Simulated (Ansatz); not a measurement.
Given this structure:

```
Sn
1.0
     5.88028    0.00000    0.00000
     0.00000    5.88028    0.00000
     0.00000    0.00000    3.19860
Sn
4
Direct
  0.50000 0.00000 0.75000
  0.00000 0.00000 0.00000
  0.00000 0.50000 0.25000
  0.50000 0.50000 0.50000
```

Q: Characterise the structure given above.

A: The element is tin. Space group I4_1/amd (No. 141), lattice body-centred tetragonal. Type of structure: β-tin type. The cell holds four atoms. The neighbours of Sn are six Sn at 3.05 to 3.20 Å. The bonds build a three-dimensional framework.

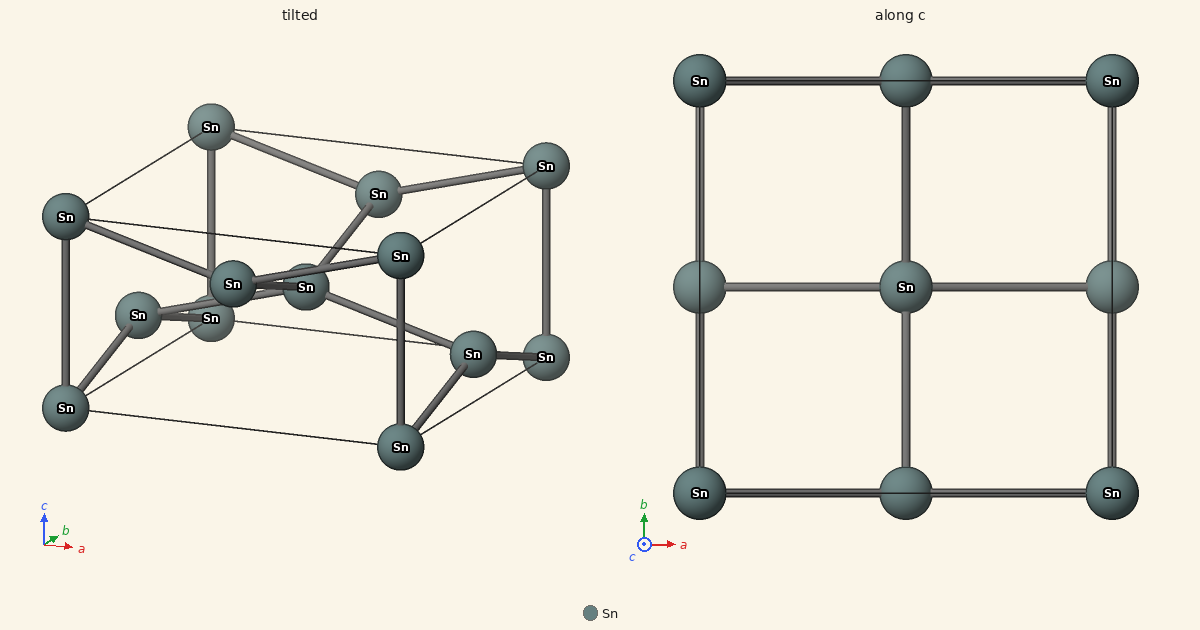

Ball-and-stick representation of a periodic structure, projected slightly off an axis and along the c axis. One conventional unit cell is framed, with atoms on its boundary repeated.

Its origin is a structure listed in the Materials Project. Earlier steps of the study may have refined or changed the cell and positions. It was set up as input for a calculation with Ansatz.
